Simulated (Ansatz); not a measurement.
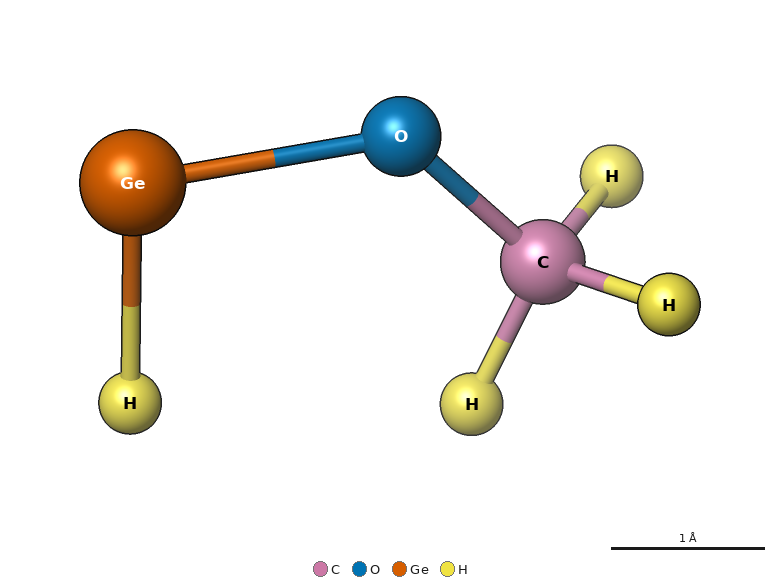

Depth is shown by fading: the farther an atom, the more it takes the colour of the background. The geometry was computed by an optimisation with PBE-D4/def2-SVP. No frequency run is at hand to confirm it as a minimum. Masses are those of the most abundant isotopes; constants are for the rigid equilibrium geometry.

**What kind of rotor is it, and what are its rotational constants in MHz?**

An asymmetric top (Cs): A = 43929, B = 3845, C = 3618 MHz. Ray's parameter κ is −0.99, close to the prolate limit.
